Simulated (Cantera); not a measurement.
Input: 1 mol SiC, 0.0069 mol O₂, 85 mol H₂, at 100 Torr.

These are equilibrium values from Cantera (NASA tables, ideal gas, pure condensed phases), not measurements of a reactor. Candidate condensed phases: C, C₆H₆, C₇H₈, C₈H₁₈, H₂O, Si, SiC, SiO₂; 123 gas species. Mutual solubility and eutectic melting of coexisting phases are not modelled. The tables hold silica as quartz up to 1696 K and as liquid above; real silica turns to tridymite and cristobalite and melts near 1996 K. Gases not in the tables: Si₂H₆ and higher silanes. Rates play no part.

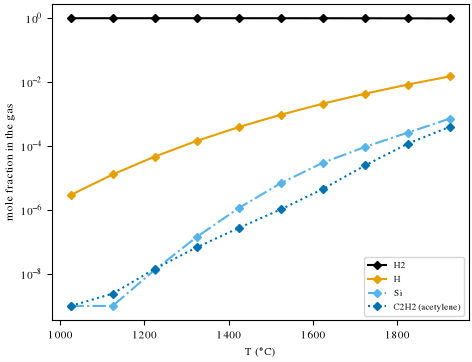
*Equilibrium gas composition (values under 1e-9 drawn at 1e-9)*

At 1025 °C the condensed part is SiC(s) + SiO₂(β-quartz). From 1125 °C to 1925 °C the condensed part is SiC(s). The main Si-bearing gas is SiO at 1025 °C and Si at 1925 °C. The share of Si in condensed phases is highest at 1025 °C (99.9 %) and lowest at 1925 °C (91.2 %).
